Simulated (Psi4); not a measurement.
# H2S (hydrogen sulfide) at 6 levels

Wanted: a comparison of 6 runs (HF/aug-cc-pVTZ, BLYP/aug-cc-pVTZ, SVWN5/aug-cc-pVTZ, MP2/aug-cc-pVTZ, CCSD/aug-cc-pVTZ, CCSD(T)/aug-cc-pVTZ) of H2S (hydrogen sulfide). 

Program for the calculation: Psi4 1.11.

2 further runs of the same task are left out: 1 that didn't finish, 1 set aside as unsound or not needed.

## Step 1: The molecule

H2S has 3 atoms, charge 0, and is taken as a singlet. SMILES: `S`. The S1–H3 distance was set to 1.744 Å, away from the relaxed value.

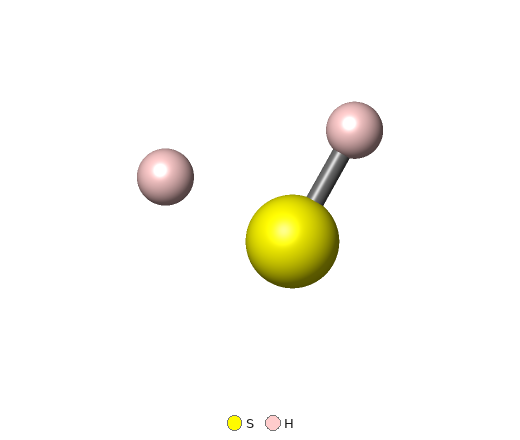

Viewed from a chosen angle; sulfur yellow, hydrogen pink.

## Step 2: The energy at HF/aug-cc-pVTZ (run 1)

The input, input.dat:

```
memory 1600 mb

molecule molecule1 {
  0 1
  S      0.822132    -0.149665     0.438938
  H      0.424532     1.128635     0.357438
  H     -0.593400    -0.717100    -0.406300
  symmetry c1
}

set {
  basis aug-cc-pVTZ
  puream true
  e_convergence 1e-09
  d_convergence 1e-08
  scf_type pk
}

E, wfn = energy("hf", return_wfn=True)
oeprop(wfn, "WIBERG_LOWDIN_INDICES", "MAYER_INDICES", "DIPOLE", title="HF")
print_variables()
```

Run with:

```sh
psi4 input.dat output.dat -n 1
```

output.dat:

```text
[...]
  Running in c1 symmetry.
[...]
  Nuclear repulsion =   11.404936181767493
[...]
  Multiplicity = 1
[...]
  Nalpha       = 9
  Nbeta        = 9
[...]
    Number of basis functions: 96
[...]
   @RHF iter   1:  -398.61669748694442   -4.02126e-01   2.43259e-03 DIIS/ADIIS
[...]
   @RHF iter  11:  -398.66413895072185   -2.67164e-12   2.00841e-09 DIIS
[...]
    Orbital Energies [Eh]
    ---------------------
    Doubly Occupied:
       1A    -91.990625     2A     -8.986966     3A     -6.667751
       4A     -6.666974     5A     -6.665800     6A     -0.950012
       7A     -0.549702     8A     -0.469059     9A     -0.386315
[...]
  @RHF Final Energy:  -398.66413895072185
   => Energetics <=
    Nuclear Repulsion Energy =             11.4049361817674928
    One-Electron Energy =                -573.4717397064616762
    Two-Electron Energy =                 163.4026645739722596
    Total Energy =                       -398.6641389507218491
[...]
 Multipole Moments:
 ------------------------------------------------------------------------------------
     Multipole            Electronic (a.u.)      Nuclear  (a.u.)        Total (a.u.)
 ------------------------------------------------------------------------------------
 L = 1.  Multiply by 2.5417464519 to convert [e a0] to [Debye]
 Dipole X            :          1.4400865           -1.7931304           -0.3530439
 Dipole Y            :         -0.4142385            0.6291489            0.2149103
 Dipole Z            :          0.0000000           -0.0000000            0.0000000
 Magnitude           :                                                    0.4133115
[...]
```

Run time: 4.2 s. Hardware: 1 thread of Intel Xeon Platinum 8375C at 2.90GHz (Ice Lake), shared host; peak memory 0.54 GiB.

## Step 3: The energy at BLYP/aug-cc-pVTZ (run 2)

The input, h2s.in:

```
memory 1600 mb

molecule molecule1 {
  0 1
  S      1.55360432    -0.28282586     0.82947261
  H      0.80224921     2.13281104     0.67545993
  H     -1.12136348    -1.35512260    -0.76779572
  units bohr
  symmetry c1
  no_reorient
  no_com
}

set basis aug-cc-pVTZ
set puream true
set e_convergence 1e-09
set d_convergence 1e-08
set scf_type pk
set dft_radial_points 99
set dft_spherical_points 590

e, wfn = energy("blyp", return_wfn=True)
oeprop(wfn, "MAYER_INDICES", "MULLIKEN_CHARGES", "WIBERG_LOWDIN_INDICES", title="BLYP")
print_variables()
```

Run with:

```sh
psi4 -i h2s.in -o h2s.out -n 1
```

h2s.out:

```text
[...]
  Running in c1 symmetry.
[...]
  Nuclear repulsion =   11.404936199742313
[...]
  Multiplicity = 1
[...]
  Nalpha       = 9
  Nbeta        = 9
[...]
    Number of basis functions: 96
[...]
   @RKS iter   1:  -399.27986344688378   -1.60242e-01   4.33370e-03 ADIIS/DIIS
[...]
   @RKS iter  10:  -399.36790478864128   -3.95630e-11   7.42911e-09 DIIS
[...]
    Orbital Energies [Eh]
    ---------------------
    Doubly Occupied:
       1A    -88.173283     2A     -7.700381     3A     -5.732895
       4A     -5.729128     5A     -5.720668     6A     -0.653480
       7A     -0.372286     8A     -0.318898     9A     -0.225163
[...]
  @RKS Final Energy:  -399.36790478864128
   => Energetics <=
    Nuclear Repulsion Energy =             11.4049361997423127
    One-Electron Energy =                -573.5763905028106819
    Two-Electron Energy =                 189.0809202492644090
    DFT Exchange-Correlation Energy =     -26.2773707348373726
    Empirical Dispersion Energy =           0.0000000000000000
    VV10 Nonlocal Energy =                  0.0000000000000000
    Total Energy =                       -399.3679047886412832
[...]
 Multipole Moments:
 ------------------------------------------------------------------------------------
     Multipole            Electronic (a.u.)      Nuclear  (a.u.)        Total (a.u.)
 ------------------------------------------------------------------------------------
 L = 1.  Multiply by 2.5417464519 to convert [e a0] to [Debye]
 Dipole X            :        -24.8119439           24.5385549           -0.2733890
 Dipole Y            :          3.9250054           -3.7475253            0.1774801
 Dipole Z            :        -13.3113388           13.1792260           -0.1321129
 Magnitude           :                                                    0.3517024
[...]
```

Wall time 9 s (1 thread of Intel Xeon Platinum 8375C at 2.90GHz (Ice Lake), shared host); peak memory 1 GiB.

Run 3 isn't shown in full; the table further down has it.

## Step 4: The energy at MP2/aug-cc-pVTZ (run 4)

The input, calc.dat:

```
memory 1.6 GB

molecule mol {
  0 1
  S
  H 1 1.341186
  H 1 1.7436 2 92.29514
  symmetry c1
}

set {
  basis           aug-cc-pVTZ
  puream          true
  e_convergence   1e-09
  d_convergence   1e-08
  scf_type        pk
  num_frozen_docc 5
  mp2_type        conv
}

energy('mp2')
print_variables()
```

Run with:

```sh
psi4 -i calc.dat -o calc.out -n 1
```

calc.out:

```text
[...]
  Running in c1 symmetry.
[...]
  Nuclear repulsion =   11.404934133590217
[...]
  Multiplicity = 1
[...]
  Nalpha       = 9
  Nbeta        = 9
[...]
    Number of basis functions: 96
[...]
   @RHF iter   1:  -398.61669745973035   -4.02126e-01   2.43259e-03 ADIIS/DIIS
[...]
   @RHF iter  11:  -398.66413892846464   -2.78533e-12   2.00841e-09 DIIS
[...]
  @RHF Final Energy:  -398.66413892846464
   => Energetics <=
    Nuclear Repulsion Energy =             11.4049341335902170
    One-Electron Energy =                -573.4717356111768822
    Two-Electron Energy =                 163.4026625491220557
    Total Energy =                       -398.6641389284645811
[...]
 Multipole Moments:
 ------------------------------------------------------------------------------------
     Multipole            Electronic (a.u.)      Nuclear  (a.u.)        Total (a.u.)
 ------------------------------------------------------------------------------------
 L = 1.  Multiply by 2.5417464519 to convert [e a0] to [Debye]
 Dipole X            :          1.2590992           -1.5350363           -0.2759372
 Dipole Y            :          0.8124733           -1.1201827           -0.3077094
 Dipole Z            :          0.0000000            0.0000000            0.0000000
 Magnitude           :                                                    0.4133115
[...]
	SCS-MP2 Total Energy (a.u.)        :  -398.86868864355716
	SOS-MP2 Total Energy (a.u.)        :  -398.85535615524924
	SCSN-MP2 Total Energy (a.u.)       :  -398.73453446673074
[...]
	SOS-PI-MP2 Total Energy (a.u.)     :  -398.88722569304667
[...]
	MP2 Total Energy (a.u.)            :  -398.86348408237575
[...]
```

Run time: 6.3 s. Hardware: 1 thread of Intel Xeon Platinum 8375C at 2.90GHz (Ice Lake), shared host; peak memory 0.54 GiB.

Run 5 isn't shown in full; the table further down has it.

## Step 5: The energy at CCSD(T)/aug-cc-pVTZ (run 6)

The input, input.dat:

```
memory 1600 mb

molecule m {
  0 1
  S      0.822132    -0.149665     0.438938
  H      0.424532     1.128635     0.357438
  H     -0.593400    -0.717100    -0.406300
  symmetry c1
  no_reorient
  no_com
}

set basis aug-cc-pVTZ
set puream true
set e_convergence 1e-09
set d_convergence 1e-08
set scf_type pk
set num_frozen_docc 5

e = energy('ccsd(t)')
print_variables()
```

Run with:

```sh
psi4 -i input.dat -o output.dat -n 1
```

output.dat:

```text
[...]
  Running in c1 symmetry.
[...]
  Nuclear repulsion =   11.404936181767495
[...]
  Multiplicity = 1
[...]
  Nalpha       = 9
  Nbeta        = 9
[...]
    Number of basis functions: 96
[...]
   @RHF iter   1:  -398.61669748694459   -4.02126e-01   2.43259e-03 DIIS/ADIIS
[...]
   @RHF iter  11:  -398.66413895072094   -2.10321e-12   2.00841e-09 DIIS
[...]
    Orbital Energies [Eh]
    ---------------------
    Doubly Occupied:
       1A    -91.990625     2A     -8.986966     3A     -6.667751
       4A     -6.666974     5A     -6.665800     6A     -0.950012
       7A     -0.549702     8A     -0.469059     9A     -0.386315
[...]
  @RHF Final Energy:  -398.66413895072094
   => Energetics <=
    Nuclear Repulsion Energy =             11.4049361817674946
    One-Electron Energy =                -573.4717397064616762
    Two-Electron Energy =                 163.4026645739731975
    Total Energy =                       -398.6641389507209396
[...]
 Multipole Moments:
 ------------------------------------------------------------------------------------
     Multipole            Electronic (a.u.)      Nuclear  (a.u.)        Total (a.u.)
 ------------------------------------------------------------------------------------
 L = 1.  Multiply by 2.5417464519 to convert [e a0] to [Debye]
 Dipole X            :        -24.8572531           24.5385548           -0.3186983
 Dipole Y            :          3.9614748           -3.7475253            0.2139495
 Dipole Z            :        -13.3324689           13.1792259           -0.1532430
 Magnitude           :                                                    0.4133115
[...]
      * MP2 total energy                      = -398.863484099448669
[...]
      * CCSD total energy                     = -398.889661629656644
[...]
      * CCSD(T) total energy                  = -398.899455001831768
[...]
```

Wall time 17 s (1 thread of Intel Xeon Platinum 8375C at 2.90GHz (Ice Lake), shared host); peak memory 1.1 GiB.

## Step 6: The series

| run | level | properties | integration grid | energy (Eh) | HOMO energy (eV) | LUMO energy (eV) | HOMO–LUMO gap (eV) | wall time |
| --- | --- | --- | --- | --- | --- | --- | --- | --- |
| 1 | HF/aug-cc-pVTZ | (wiberg, mayer, dipole) | – | -398.664139 | -10.51 | 0.59 | 11.10 | 4.2 s |
| 2 | BLYP/aug-cc-pVTZ | (mayer, mulliken, wiberg) | 99 radial × 590 angular | -399.367905 | -6.13 | -2.76 | 3.36 | 9 s |
| 3 | SVWN5/aug-cc-pVTZ | – | 99 radial × 590 angular | -397.980076 | -6.32 | -2.86 | 3.46 | 7.5 s |
| 4 | MP2/aug-cc-pVTZ | – | – | -398.863484 | -10.51 | 0.59 | 11.10 | 6.3 s |
| 5 | CCSD/aug-cc-pVTZ | – | – | -398.889662 | -10.51 | 0.59 | 11.10 | 16 s |
| 6 | CCSD(T)/aug-cc-pVTZ | – | – | -398.899455 | -10.51 | 0.59 | 11.10 | 17 s |

## Step 7: What came out

| quantity | value |
| --- | --- |
| run 6: total energy | -398.89946 Eh |
| run 6: HOMO energy (Hartree–Fock orbitals) | -10.51 eV |
| run 6: LUMO energy (Hartree–Fock orbitals) | 0.59 eV |
| run 6: HOMO–LUMO gap (Hartree–Fock orbitals) | 11.10 eV |
| run 6: correlation energy (5 core orbitals frozen) | -235.3 mEh |
| run 6: (T) correction | -9.79 mEh |
| run 6: T1 diagnostic | 0.012 |

**Reading.** Below the HF energy at the same shape and in the same basis (aug-cc-pVTZ): MP2 -199.3 mEh; CCSD -225.5 mEh; CCSD(T) -235.3 mEh. Over runs 1, 2, 3 the dipole moment (its size) runs from 0.89 D (BLYP/aug-cc-pVTZ) to 1.06 D (SVWN5/aug-cc-pVTZ). Over runs 1, 2, 3 the HOMO–LUMO gap runs from 3.36 eV (BLYP/aug-cc-pVTZ) to 11.10 eV (HF/aug-cc-pVTZ). Exact exchange widens orbital gaps. Totals of different functionals can't be ranked against each other. All runs together took 60 s, the longest 17 s.
